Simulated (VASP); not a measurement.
# TiSi2: structure and properties in VASP, part 3 of 5

Wanted: the relaxed cell of TiSi2 and its properties. The start is a computed cell from the Materials Project.

VASP 6.6.1; r2SCAN; plane waves and PAW (Ti_sv, Si).

So far. Step 3 (Single point with fields (r2SCAN)): In this run the pressure is -0.01 GPa, small enough to go on. Step 4 (Band structure (r2SCAN)): There is no gap at this level. The relaxed cell has a, b, c = 3.534, 13.527, 3.559 Å (conventional setting).

## 5. Total and projected DOS (r2SCAN)

A density of states needs more k-points than a total energy; ISMEAR = -5 takes tetrahedra, and LORBIT projects the states on the PAW spheres. The mesh is finer than in the run before.

INCAR reads:

```
SYSTEM = TiSi2
PREC = Accurate
ENCUT = 400
EDIFF = 1E-06
NELM = 100
ISMEAR = -5
SIGMA = 0.05
LREAL = .FALSE.
ALGO = Normal
METAGGA = R2SCAN
LASPH = .TRUE.
NBANDS = 36
LORBIT = 11
LWAVE = .FALSE.
LCHARG = .FALSE.
KPAR = 4
NEDOS = 2001
```

POSCAR reads:

```
TiSi2
1.0
    3.5339059832      0.0000000000      0.0000000000
    0.0000000000      0.0000000000      3.5594027318
    1.7669529916     -6.7634078204      0.0000000000
Ti Si
2 4
Direct
    0.1030696015      0.7500000000      0.7938607970
    0.8969303985      0.2500000000      0.2061392030
    0.4414352673      0.7500000000      0.1171294654
    0.5585647327      0.2500000000      0.8828705346
    0.7505898266      0.7500000000      0.4988203469
    0.2494101734      0.2500000000      0.5011796531
```

KPOINTS reads:

```
Automatic mesh
0
Gamma
8 8 8
0 0 0
```

The projector-augmented-wave data sets are Ti_sv and Si (PBE family, release 64).

Run with:

```
> mpirun -np 4 vasp_std
```

The program printed:

```text
[... set-up lines as in an earlier step ...]
 entering main loop
       N       E                     dE             d eps       ncg     rms          rms(c)
DAV:   1     0.336319328266E+03    0.33632E+03   -0.15826E+04  7576   0.102E+03
DAV:   2    -0.322721807102E+02   -0.36859E+03   -0.35197E+03  7668   0.330E+02
DAV:   3    -0.722876433572E+02   -0.40015E+02   -0.39024E+02 12020   0.959E+01
DAV:   4    -0.753637257540E+02   -0.30761E+01   -0.30235E+01 10560   0.236E+01
DAV:   5    -0.754885998444E+02   -0.12487E+00   -0.12481E+00 10616   0.431E+00    0.212E+01
DAV:   6    -0.645769796234E+02    0.10912E+02   -0.20449E+01  9104   0.405E+01    0.728E+00
DAV:   7    -0.642793485131E+02    0.29763E+00   -0.31073E+00  8968   0.140E+01    0.602E+00
DAV:   8    -0.642633371658E+02    0.16011E-01   -0.41962E-01 10196   0.493E+00    0.134E+00
DAV:   9    -0.642582835008E+02    0.50537E-02   -0.54049E-02  9276   0.165E+00    0.344E-01
DAV:  10    -0.642585569097E+02   -0.27341E-03   -0.38157E-03 10248   0.383E-01    0.150E-01
DAV:  11    -0.642589115198E+02   -0.35461E-03   -0.55453E-04  9336   0.175E-01    0.567E-02
DAV:  12    -0.642588653977E+02    0.46122E-04   -0.12789E-04  9604   0.885E-02    0.207E-02
DAV:  13    -0.642588656364E+02   -0.23875E-06   -0.16100E-05 10600   0.267E-02    0.669E-03
DAV:  14    -0.642588653748E+02    0.26161E-06   -0.95065E-07  5976   0.606E-03
   1 F= -.64258865E+02 E0= -.64258865E+02  d E =0.000000E+00
 -----------------------------------------------------------------------------
|                                                                             |
|           W    W    AA    RRRRR   N    N  II  N    N   GGGG   !!!           |
|           W    W   A  A   R    R  NN   N  II  NN   N  G    G  !!!           |
|           W    W  A    A  R    R  N N  N  II  N N  N  G       !!!           |
|           W WW W  AAAAAA  RRRRR   N  N N  II  N  N N  G  GGG   !            |
|           WW  WW  A    A  R   R   N   NN  II  N   NN  G    G                |
|           W    W  A    A  R    R  N    N  II  N    N   GGGG   !!!           |
|                                                                             |
|     Tetrahedron method does not include variations of the Fermi             |
|     occupations, so forces and stress will be inaccurate. We suggest        |
|     using a different smearing scheme ISMEAR = 1 or 2 for metals in         |
|     relaxations.                                                            |
|                                                                             |
 -----------------------------------------------------------------------------
```

The job ended after 55 s (4 MPI ranks of Intel Xeon 6975P-C (Granite Rapids), shared host; peak memory 1.1 GiB).

OUTCAR, selected parts (step 5):

```text
   k-points           NKPTS =    105   k-points in BZ     NKDIM =    105   number of bands    NBANDS=     36

   NELECT =      40.0000    total number of electrons

 E-fermi :  10.6073

 k-point     1 :       0.0000    0.0000    0.0000
  band No.  band energies     occupation
    ...
     15       7.8392      2.00000
     16       7.9243      2.00000
     17       8.3199      2.00000
     18       8.3853      2.00000
     19       8.3946      2.00000
     20      11.0734     -0.24854
     21      11.4525      0.00000
     22      11.5303      0.00000
     23      11.5671      0.00000
     24      11.9787      0.00000
    ...

  Total       -0.0367155     -0.0241678      0.0076828      0.0000000      0.0000000      0.0000000
  in kB       -0.6914522     -0.4551448      0.1446885      0.0000000      0.0000000      0.0000000
  external PRESSURE =      -0.3339695 kB  Pullay stress =       0.0000000 kB

 POSITION                                       TOTAL-FORCE (eV/Angst)
 -----------------------------------------------------------------------------------
      1.76695     -5.36920      2.66955        -0.000000      0.045413      0.000000
      3.53391     -1.39420      0.88985         0.000000     -0.045413     -0.000000
      1.76695     -0.79219      2.66955        -0.000000      0.039362     -0.000000
      3.53391     -5.97121      0.88985         0.000000     -0.039362     -0.000000
      3.53391     -3.37373      2.66955        -0.000000     -0.048250     -0.000000
      1.76695     -3.38968      0.88985         0.000000      0.048250     -0.000000
 -----------------------------------------------------------------------------------
    total drift:                                0.000000     -0.000000     -0.000000

  FREE ENERGIE OF THE ION-ELECTRON SYSTEM (eV)
  ---------------------------------------------------
  free  energy   TOTEN  =       -64.2588653748 eV

  energy  without entropy=      -64.2588653748  energy(sigma->0) =      -64.25886537

[... 7 parts as in an earlier step ...]

[... 9 further parts left out ...]
```

With tetrahedra the forces and stress of a metal are not exact derivatives of the energy.

Numbers from this step:

```yaml
irreducible_k_points: 105
free_energy_toten: -64.2589 eV
pressure: -0.03340 GPa
dos_at_the_fermi_level: 1.058 states/eV/cell
```

The density of states has structure finer than the step of the table below, so its rows give means over 1 eV, whole bins alone (the curve runs from -12.0 to 2.22 eV). Peaks (eV: height): total -2.5: 4.35, -1.8: 3.70, 1.3: 4.84, 2.1: 6.75; Ti d -1.8: 1.39, 2.1: 4.70; Si p -5.7: 0.505, -4.3: 0.752, -3.1: 0.874, 1.8: 0.394; Si s -11.5: 0.531, -10.6: 0.548, -8.4: 0.560, -6.9: 0.426; Ti p -4.3: 0.121, -3.3: 0.125, 1.3: 0.066, 1.8: 0.0666.

States under -12.0 eV and over 2.2 eV are left out. Density of states against energy, zero at the Fermi level; means over each step; values in states/eV/cell:

| energy (eV) | total | Ti d | Si p | Si s | Ti p | Ti s |
| --- | --- | --- | --- | --- | --- | --- |
| -11 | 1.36 | 0.0216 | 0.0707 | 0.481 | 0.0341 | 0.0217 |
| -10 | 1.01 | 0.0301 | 0.0702 | 0.340 | 0.0218 | 0.0105 |
| -9 | 1.09 | 0.0417 | 0.102 | 0.323 | 0.0203 | 0.0167 |
| -8 | 1.38 | 0.0679 | 0.122 | 0.416 | 0.0264 | 0.0182 |
| -7 | 1.22 | 0.0700 | 0.145 | 0.295 | 0.0223 | 0.0327 |
| -6 | 1.62 | 0.100 | 0.339 | 0.152 | 0.0375 | 0.0549 |
| -5 | 1.91 | 0.160 | 0.417 | 0.135 | 0.0518 | 0.0532 |
| -4 | 2.92 | 0.358 | 0.680 | 0.113 | 0.105 | 0.0408 |
| -3 | 3.82 | 0.842 | 0.803 | 0.0810 | 0.105 | 0.0203 |
| -2 | 3.45 | 1.20 | 0.560 | 0.0618 | 0.0464 | 0.00976 |
| -1 | 2.09 | 0.929 | 0.274 | 0.0368 | 0.0135 | 0.00580 |
| 0 | 1.47 | 0.817 | 0.136 | 0.0195 | 0.00794 | 0.00433 |
| 1 | 3.60 | 1.92 | 0.304 | 0.129 | 0.0379 | 0.0276 |

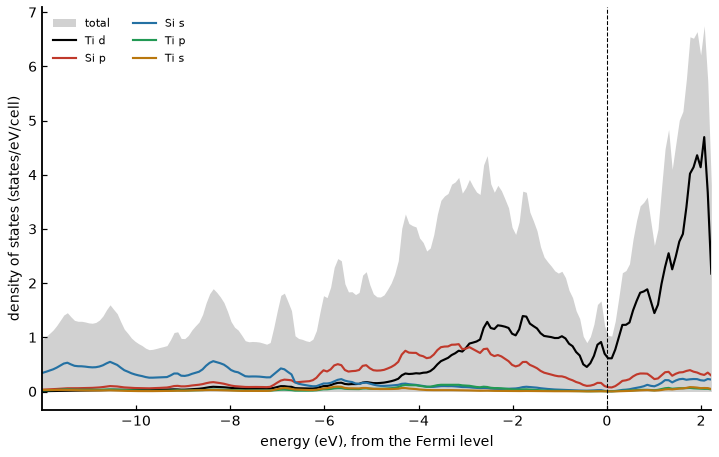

Density of states against energy.

The finer mesh and the other smearing move the Fermi level by -0.01 eV from the 6×6×6 run, a small shift, which tests the Fermi level alone. Of the states within 0.3 eV of the Fermi level, the largest shares in the PAW spheres are Ti d 57 % and Si p 9 %. The rest lies in smaller channels or between the spheres.

## 6. Independent-particle dielectric function (r2SCAN)

LOPTICS sums transitions from filled to empty bands. NBANDS is raised for it.

INCAR reads:

```
SYSTEM = TiSi2
PREC = Accurate
ENCUT = 400
EDIFF = 1E-06
NELM = 100
ISMEAR = 0
SIGMA = 0.05
LREAL = .FALSE.
ALGO = Normal
METAGGA = R2SCAN
LASPH = .TRUE.
NBANDS = 68
LORBIT = 11
LWAVE = .FALSE.
LCHARG = .FALSE.
KPAR = 4
LOPTICS = .TRUE.
NEDOS = 1500
CSHIFT = 0.1
```

POSCAR is that of step 5.

KPOINTS is that of step 5.

Run with:

```
> mpirun -np 4 vasp_std
```

The program printed:

```text
[... set-up lines as in an earlier step ...]
 entering main loop
       N       E                     dE             d eps       ncg     rms          rms(c)
DAV:   1     0.324895103793E+03    0.32490E+03   -0.12459E+04 14320   0.539E+02
DAV:   2    -0.315052692175E+02   -0.35640E+03   -0.33061E+03 14480   0.186E+02
DAV:   3    -0.729838980064E+02   -0.41479E+02   -0.39638E+02 18724   0.605E+01
DAV:   4    -0.754084875429E+02   -0.24246E+01   -0.23645E+01 19164   0.132E+01
DAV:   5    -0.754864498752E+02   -0.77962E-01   -0.77901E-01 16640   0.222E+00    0.212E+01
DAV:   6    -0.646341052688E+02    0.10852E+02   -0.93794E+00 16140   0.214E+01    0.739E+00
DAV:   7    -0.642931194478E+02    0.34099E+00   -0.12811E+00 17136   0.681E+00    0.575E+00
DAV:   8    -0.642694902457E+02    0.23629E-01   -0.22910E-01 17828   0.263E+00    0.159E+00
DAV:   9    -0.642611640601E+02    0.83262E-02   -0.58700E-02 16776   0.112E+00    0.290E-01
DAV:  10    -0.642619869556E+02   -0.82290E-03   -0.22910E-03 17788   0.171E-01    0.174E-01
DAV:  11    -0.642621819148E+02   -0.19496E-03   -0.27535E-04 16264   0.737E-02    0.308E-02
DAV:  12    -0.642622038560E+02   -0.21941E-04   -0.34315E-05 18932   0.220E-02    0.148E-02
DAV:  13    -0.642622089404E+02   -0.50844E-05   -0.24936E-06 17604   0.670E-03    0.718E-03
DAV:  14    -0.642622092474E+02   -0.30697E-06   -0.38542E-07 10540   0.237E-03
   1 F= -.64262209E+02 E0= -.64261400E+02  d E =-.161753E-02
 optical routines
 imaginary and real dielectric function
 direction            1
 direction            2
 direction            3
```

Run time: 98 s. Hardware: 4 MPI ranks; peak memory 2.5 GiB; 6.5 min of CPU time.

From OUTCAR (step 6):

```text
   k-points           NKPTS =    105   k-points in BZ     NKDIM =    105   number of bands    NBANDS=     68

   NELECT =      40.0000    total number of electrons

 E-fermi :  10.6226

 k-point     1 :       0.0000    0.0000    0.0000
  band No.  band energies     occupation
    ...
     15       7.8372      2.00000
     16       7.9231      2.00000
     17       8.3185      2.00000
     18       8.3840      2.00000
     19       8.3962      2.00000
     20      11.0736      0.00000
     21      11.4529      0.00000
     22      11.5310      0.00000
     23      11.5683      0.00000
     24      11.9780      0.00000
    ...

  Total       -0.0752129     -0.1417873      0.1065471      0.0000000      0.0000000      0.0000000
  in kB       -1.4164627     -2.6702395      2.0065717      0.0000000      0.0000000      0.0000000
  external PRESSURE =      -0.6933768 kB  Pullay stress =       0.0000000 kB

 POSITION                                       TOTAL-FORCE (eV/Angst)
 -----------------------------------------------------------------------------------
      1.76695     -5.36920      2.66955         0.000000      0.039853     -0.000000
      3.53391     -1.39420      0.88985         0.000000     -0.039853      0.000000
      1.76695     -0.79219      2.66955        -0.000000      0.045924     -0.000000
      3.53391     -5.97121      0.88985         0.000000     -0.045924     -0.000000
      3.53391     -3.37373      2.66955         0.000000     -0.041758      0.000000
      1.76695     -3.38968      0.88985        -0.000000      0.041758     -0.000000
 -----------------------------------------------------------------------------------
    total drift:                                0.000000     -0.000000     -0.000000

  FREE ENERGIE OF THE ION-ELECTRON SYSTEM (eV)
  ---------------------------------------------------
  free  energy   TOTEN  =       -64.2622092474 eV

  energy  without entropy=      -64.2605917185  energy(sigma->0) =      -64.26140048

 plasma frequency squared (from intraband transitions) (eV^2)
  --------------------------------------------------------------------------------------
       8.082       0.000       0.000
       0.000       3.114       0.000
       0.000       0.000      19.194

[... 8 parts as in an earlier step ...]

[... 8 further parts left out ...]
```

These are independent-particle spectra without excitons or local fields, and fine structure depends on the mesh and on CSHIFT. The intraband (Drude) part is not in this spectrum.

This step gave:

* bands: 68
* free energy (TOTEN): -64.2622 eV
* energy at zero smearing: -64.2614 eV
* Fermi energy: 10.62 eV
* pressure: -0.06934 GPa

The imaginary dielectric function has structure finer than the step of the table below, so its rows give means over 1 eV, whole bins alone (the curve runs from 0 to 25.0 eV). Peaks (eV: height): xx 0.2: 110; yy 0.3: 35.8, 1.6: 31.8, 2.4: 29.5, 5.5: 20.3; zz 0.4: 28.4, 1.4: 24.8, 1.8: 24.3, 4.2: 26.8.

The imaginary dielectric function by photon energy; means over each step:

| photon energy (eV) | xx | yy | zz |
| --- | --- | --- | --- |
| 1 | 28.2 | 25.9 | 20.3 |
| 2 | 22.8 | 27.5 | 19.4 |
| 3 | 20.2 | 22.3 | 16.2 |
| 4 | 18.0 | 16.1 | 21.9 |
| 5 | 14.9 | 16.4 | 17.9 |
| 6 | 12.5 | 14.6 | 14.4 |
| 7 | 8.53 | 9.77 | 9.00 |
| 8 | 5.66 | 4.61 | 4.77 |
| 9 | 3.44 | 2.60 | 2.67 |
| 10 | 1.93 | 1.80 | 1.65 |
| 11 | 1.17 | 1.10 | 0.959 |
| 12 | 0.843 | 0.842 | 0.722 |
| 13 | 0.641 | 0.549 | 0.588 |
| 14 | 0.454 | 0.371 | 0.381 |
| 15 | 0.276 | 0.259 | 0.256 |
| 16 | 0.214 | 0.214 | 0.187 |
| 17 | 0.164 | 0.161 | 0.161 |
| 18 | 0.140 | 0.125 | 0.155 |
| 19 | 0.126 | 0.102 | 0.133 |
| 20 | 0.0998 | 0.0828 | 0.104 |
| 21 | 0.0869 | 0.0772 | 0.0821 |
| 22 | 0.0842 | 0.0674 | 0.0777 |
| 23 | 0.0772 | 0.0713 | 0.0784 |
| 24 | 0.0848 | 0.0657 | 0.0915 |

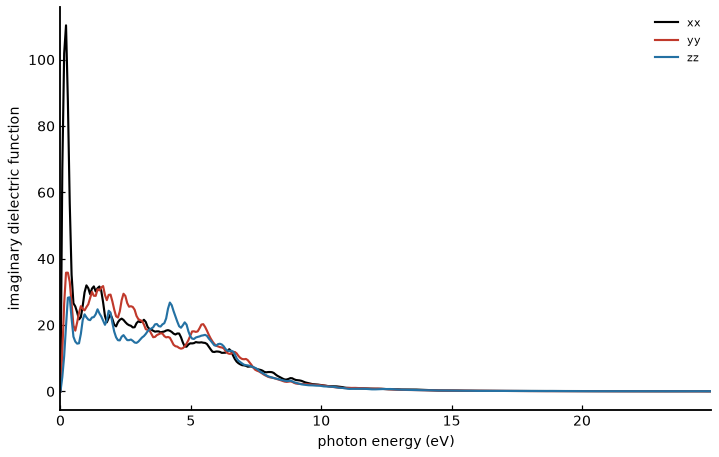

Imaginary dielectric function, plotted against photon energy.

Table of real dielectric function by photon energy:

| photon energy (eV) | xx | yy | zz |
| --- | --- | --- | --- |
| 0.0 | 188 | 81.1 | 56.4 |
| 2.5 | 8.35 | 7.81 | 10.6 |
| 5.0 | -0.727 | 3.92 | -3.14 |
| 7.5 | -5.81 | -8.31 | -7.55 |
| 10.0 | -3.93 | -3.82 | -3.76 |
| 12.5 | -1.87 | -1.97 | -1.71 |
| 15.0 | -0.891 | -0.879 | -0.834 |
| 17.5 | -0.282 | -0.299 | -0.219 |
| 20.0 | 0.0761 | 0.0797 | 0.0935 |
| 22.5 | 0.326 | 0.328 | 0.349 |

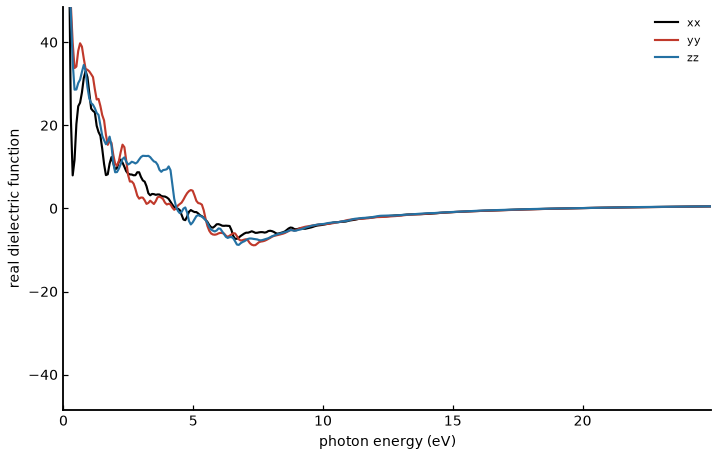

Real dielectric function against photon energy. Below 1 eV the curve runs off the scale.

(Continued in part 4 of 5.)

[Lines on the potential files, build, host, timing and source positions are cut from VASP's logs without a mark.]

[Logs are printed without paths, hosts, clocks, repeated set-up lines and the standing remarks that a program may print on its own settings, such as how far it seeks lower states.]

[Hosts, paths, dates, database ids (printed as entryN), source tags and the programs' standing remarks are cut or masked in the printed files.]

[A measured line is paired with the nearest computed mode of its activity, which favours agreement.]
